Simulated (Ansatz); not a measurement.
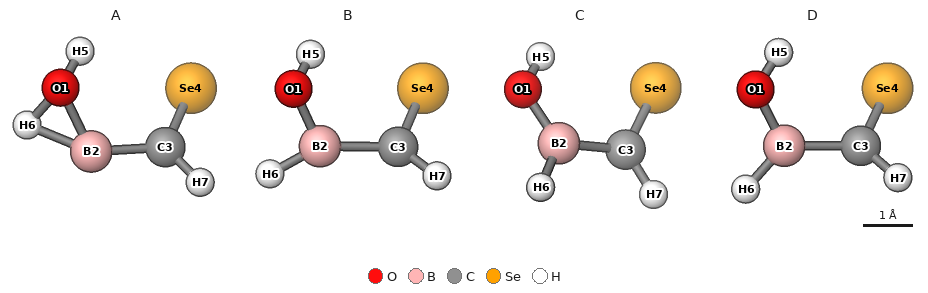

4 geometries from a converged minimum-energy path of CH$_{3}$BOSe, shuffled. The picture is a ball-and-stick view, seen at a tilt.

All numbers below come from RHF/def2-SVP (Ansatz 0.2.0). Settings: 7 movable images; climbing image; force threshold 0.05 eV/Å; iteration limit 60; starting path through a guess of the saddle point.

Q: Which of them lies highest in energy?

A: A. In order along the path, whose images run from 0 to 8: C (image 0, 0.0 kcal/mol), D (image 3, +5.8 kcal/mol), B (image 4, +27.1 kcal/mol), A (image 6, +125.2 kcal/mol). A hydrogen atom shifts from one atom to another. Breaking: B2–H6 (1.20 → 1.43 at the top → 2.11 Å). Forming: O1–H6 (2.18 → 1.12 at the top → 0.95 Å).

Cost: 5.5 min on 1 thread of Arm Neoverse V1, with other jobs on the host, peak memory 0.27 GiB.
